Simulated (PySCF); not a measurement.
BH6NSi (SMILES BN[SiH3])

Input

```
{"job": {"kind": "uv", "xc": "wB97X-D", "basis": "def2-SVPD", "dynamic": true, "nstates": 6, "ntriplets": 0}, "charge": 0, "multiplicity": 1}
B     -1.175539    -0.277538     0.073573
N      0.097558    -0.161623     0.648787
Si     1.547571     0.487410    -0.110867
H     -2.082282    -0.757044     0.716218
H     -1.347142     0.107319    -1.061667
H      0.195533    -0.495292     1.604261
H      2.557720    -0.589917    -0.342004
H      2.169030     1.511774     0.782173
H      1.148444     1.097842    -1.406992
```

Run with:

```sh
OMP_NUM_THREADS=1 python probes_run.py task.json out
```

Geometry: PBE0-D3(BJ)/def2-SVP.

Computed with wB97X-D/def2-SVPD, SCF density, gas phase in PySCF.

What can the converged electron density and electron localisation function tell about the bonding?

Answer. B–N (1.40 Å): ρ is about 1.9 e/Å³ halfway; the ELF peaks at about 0.90 between the atoms (a polar covalent bond).
Si–N (1.76 Å): ρ at the midpoint is about 1 e/Å³; the ELF peaks at about 0.95 between the atoms (a shared but strongly polarised pair).
N–H (1.02 Å): ρ is about 2.8 e/Å³ halfway; the ELF climbs to about 1 towards the hydrogen, as it does in any bond to H (a covalent bond by its length).
B–H (1.21 Å): ρ is about 1.2 e/Å³ halfway; the ELF climbs to about 1 towards the hydrogen: a covalent bond by its length.

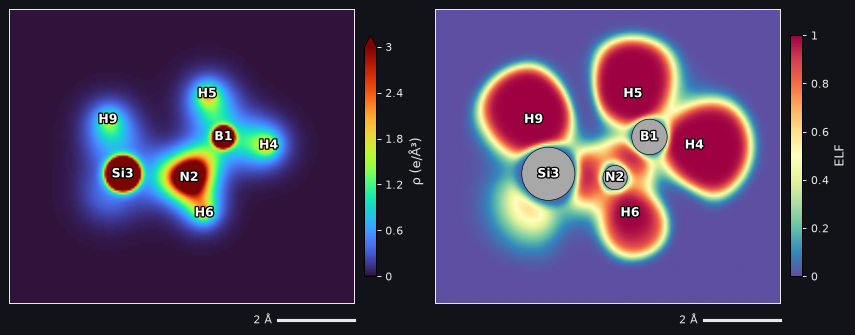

Computed electron density and electron localisation function on the plane of atoms H4, B1 and H5, in this order. Grey discs cover the atomic cores in the ELF map. 
